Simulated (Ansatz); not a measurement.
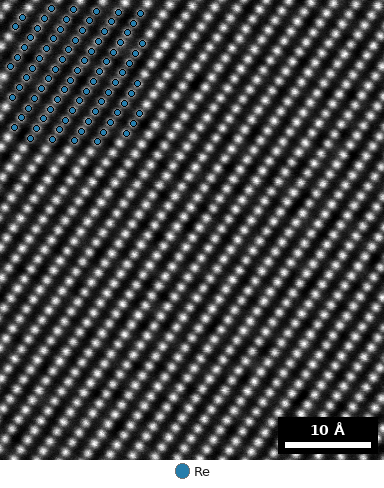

Z-contrast image of Re (P6_3/mmc, No. 194) along [210]. The image is simulated as a sum over atoms of Z^1.8, blurred by a 0.84 Å probe (no channelling). Shot noise, a slight drift and the speckle of an amorphous layer were added. Structure used: a calculation's starting geometry; the starting structure was generated, so it need not be a known form of this composition.

Coloured dots in one corner mark the columns of the model.

Q: Describe what the image shows.

A: The columns repeat on a rectangular net of 1.39 × 2.25 Å (plane group p2mm). All columns are alike (Re). The shortest distance between visible columns is 1.39 Å in projection. Along the beam the structure repeats every 4.83 Å.
